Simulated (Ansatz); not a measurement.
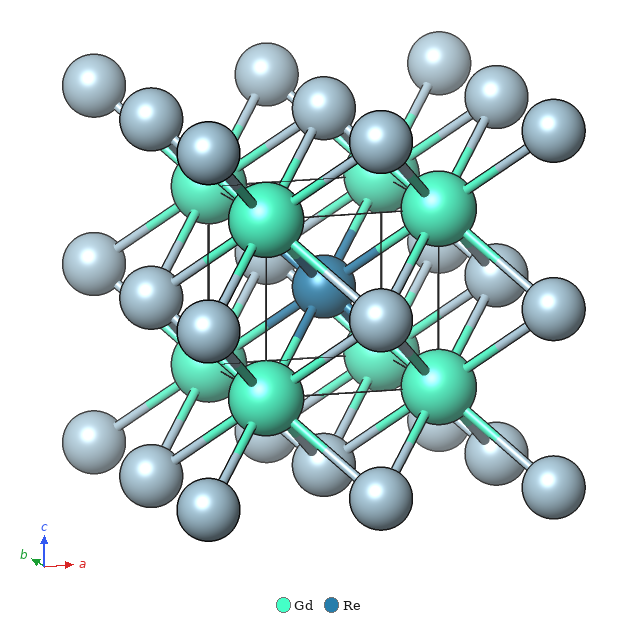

The image is a ball-and-stick drawing of a crystal, viewed slightly off an axis. The edges of the conventional unit cell are marked. Atoms outside the box are added where they are bonded to one inside, in fainter colours.

GdRe, caesium chloride (CsCl, B2) type, space group Pm-3m (No. 221), a = 3.460 Å, b = 3.460 Å, c = 3.460 Å, α = 90.00°, β = 90.00°, γ = 90.00°. It goes back to a structure type filled with these elements by a generator (whether the compound takes this form wasn't checked). Earlier steps of the study, as a rule a relaxation of our own, may have changed the cell and positions, so they can lie some per cent off the listed ones. Ansatz was used for an electronic-structure calculation on it.

This one geometry was computed with Ansatz (DFT, plane waves, PAW) at five levels of theory: PBE with spin-orbit coupling, PBE, PBEsol, r2SCAN and LDA.

Which level gives the highest pressure at this volume, and what does that say about its equilibrium volume?

Highest: PBE with spin-orbit coupling (0.3 GPa), PBE (0.0 GPa) and r2SCAN (0.3 GPa), which points to the largest equilibrium volume. Lowest, with the smallest volume: LDA (-9.6 GPa). Levels within 0.5 GPa of each other can't be told apart.

How does the band gap change with the level of theory?

All levels give a metal.

Collect the results in a table.

| level | cutoff (eV) | k-mesh of the run's cell | gap (eV) | pressure (GPa) | absolute moment (μB/atom) |
| --- | --- | --- | --- | --- | --- |
| PBE with spin-orbit coupling | 420 | 10×10×10 | metal | 0.3 | 3.70 |
| PBE | 420 | 10×10×10 | metal | 0.0 | 3.84 |
| PBEsol | 420 | 10×10×10 | metal | -5.9 | 3.78 |
| r2SCAN | 500 | 10×10×10 | metal | 0.3 | 4.18 |
| LDA | 420 | 10×10×10 | metal | -9.6 | 3.70 |

Gaps are taken on the k-mesh or band path of each run.
